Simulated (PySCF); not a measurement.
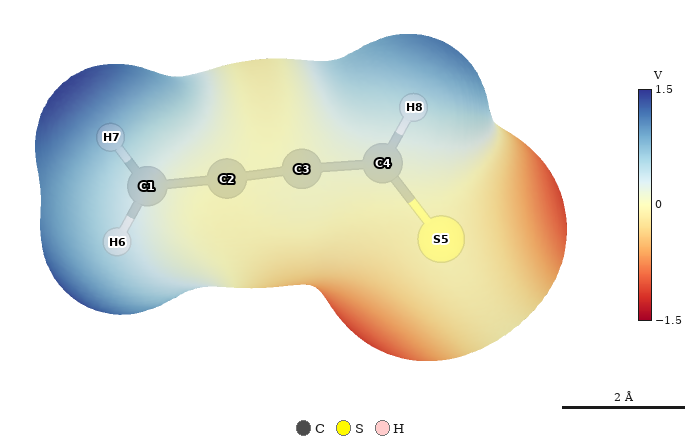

*C$_{4}$H$_{3}$S (doublet). The electrostatic potential painted on the density surface at 0.002 e/bohr³, seen at a tilt; red is negative and blue positive.*

Geometry: GFN2-xTB.

Theory: UKS B3LYP, pcH-1 on C H S, non-relativistic, mean-field spin-orbit, GIAO (PySCF 2.14.0, density-fitted response routines).

```csv
atom,x (Å),y (Å),z (Å)
C,1.9857,-0.0733,0.1737
C,0.6751,0.0085,0.0376
C,-0.5580,0.1241,-0.1089
C,-1.8904,0.1746,-0.2250
S,-2.9268,-1.0358,0.3343
H,2.4416,-0.9256,0.6497
H,2.6375,0.7064,-0.1848
H,-2.3557,1.0305,-0.7011
```

Describe the electrostatic potential map.

The most negative region (about −1.1 V) lies over S5, the most positive (about +1.4 V) over H6 and H7.
